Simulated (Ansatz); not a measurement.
C₈H₁₂Si (SMILES C=C[Si](C=C)(C=C)C=C)

```xyz
21

C    -2.2903    0.6347    1.0341
C    -1.6003    0.5833   -0.1022
Si    0.2045    0.1232   -0.2355
C     0.7141   -1.0706    1.1069
C    -0.0809   -1.9904    1.6474
C     0.5137   -0.6557   -1.9044
C     0.8966   -1.9169   -2.0833
C     1.2449    1.6686   -0.1068
C     0.7633    2.8723    0.1905
H    -3.3369    0.9271    1.0626
H    -1.8381    0.3836    1.9895
H    -2.1226    0.8478   -1.0217
H     1.7439   -1.0234    1.4607
H    -1.1198   -2.0964    1.3475
H     0.2674   -2.6772    2.4146
H     0.3756   -0.0350   -2.7905
H     1.0671   -2.3367   -3.0712
H     1.0525   -2.5866   -1.2420
H     2.3162    1.5800   -0.2913
H     1.3991    3.7513    0.2575
H    -0.2945    3.0274    0.3845
```

Geometry: PBE0-D4/def2-TZVP.

Level of theory: Ansatz 0.2.0, RKS PBE0-D4/def2-TZVPP.

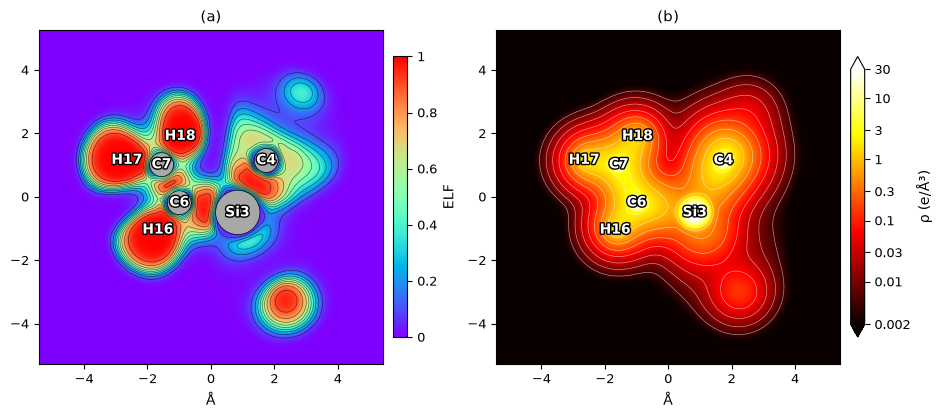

Figure 1. (a) ELF; (b) total electron density on the plane of atoms C4, Si3 and C6. Grey discs cover the atomic cores in the ELF map.

Describe what can be read from this map.

Answer. Atoms in the plane: Si, C and H.
C–C (1.33 Å): the density is about 2.4 e/Å³ at the midpoint; the ELF peaks at about 0.90 between the atoms; a short, multiple covalent bond.
C–Si (1.87 Å): the density is about 0.98 e/Å³ at the midpoint; the ELF peaks at about 0.95 between the atoms, as expected for a shared electron pair.
C–H (1.09 Å): ρ at the midpoint is about 2 e/Å³; the ELF climbs to about 1 towards the hydrogen, as it does in any bond to H: a covalent bond by its length.

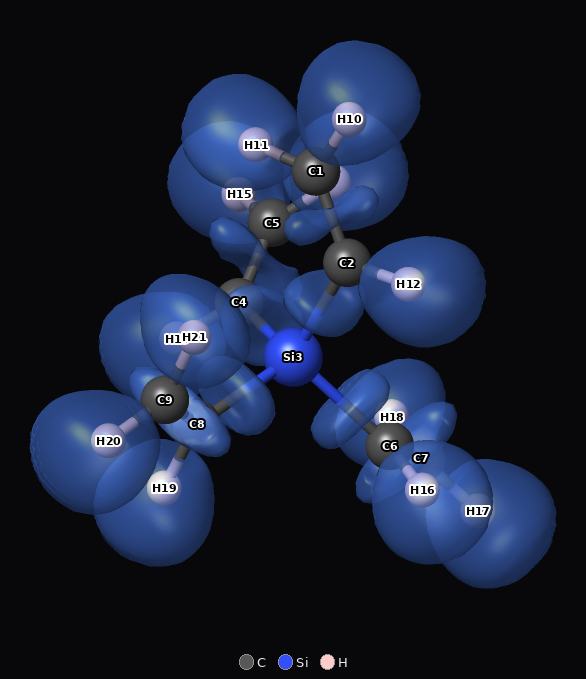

Figure 2. Isosurface of the electron localisation function at 0.85 (blue), seen at an oblique angle. Only the valence region is drawn (cores and ρ < 0.01 e/Å³ removed).

Where are the electrons localised?

Answer. At this value the surface marks out four regions between bonded C–C atoms (shared pairs), four regions between bonded C–Si atoms (shared pairs) and twelve regions around hydrogen nuclei.

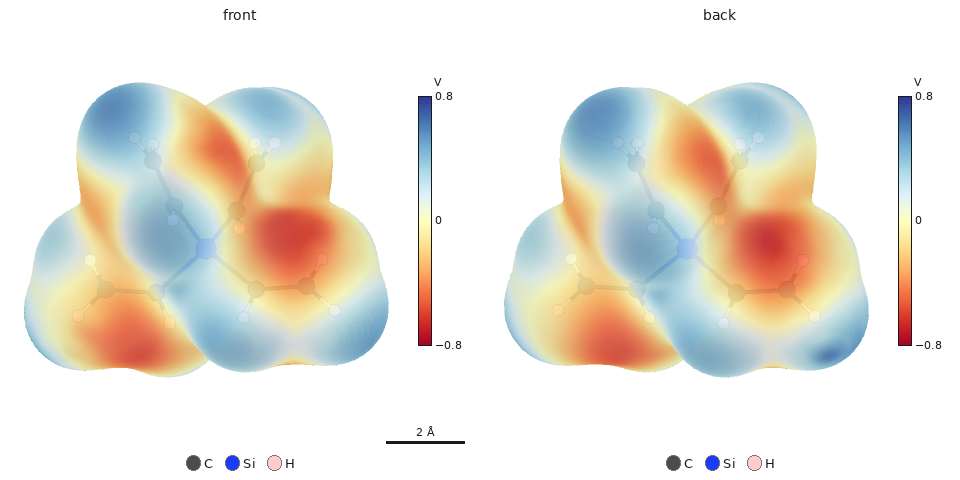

Figure 3. The molecular electrostatic potential painted on the density surface at 0.001 e/bohr³, seen from the front and from behind; the colour scale runs from red (negative) to blue (positive).

Describe the electrostatic potential map.

Answer. The most negative region (about −0.6 V, or −14 kcal/mol for a unit charge) lies over the π face of C6, C7, C8 and C9, the most positive (about +0.6 V, or +14 kcal/mol for a unit charge) over H10, H15 and H17.

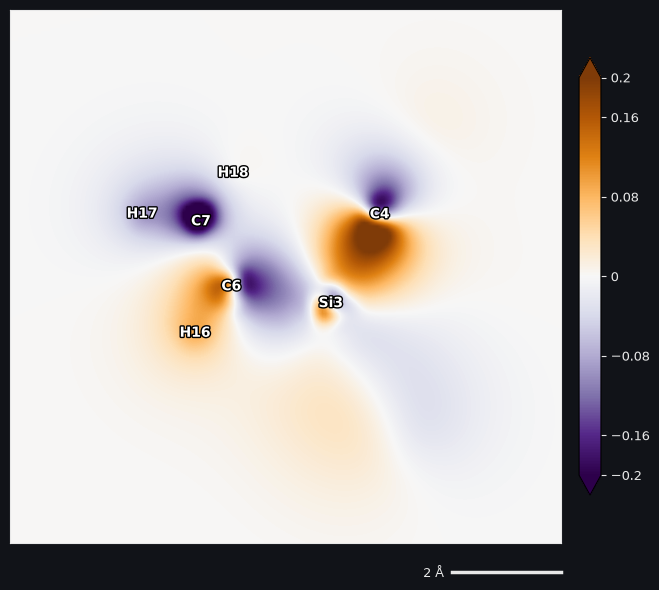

Figure 4. The HOMO on the plane of atoms C4, Si3 and C6 (values in Å⁻³ᐟ²; the overall sign is arbitrary).

What is the character of this orbital?

Answer. Its weight (Hirshfeld) is mainly on C7 (about 20 %), C9 (about 20 %), C8 (about 20 %), C6 (about 20 %) and Si3 (about 5 %). Its energy is −7.59 eV.
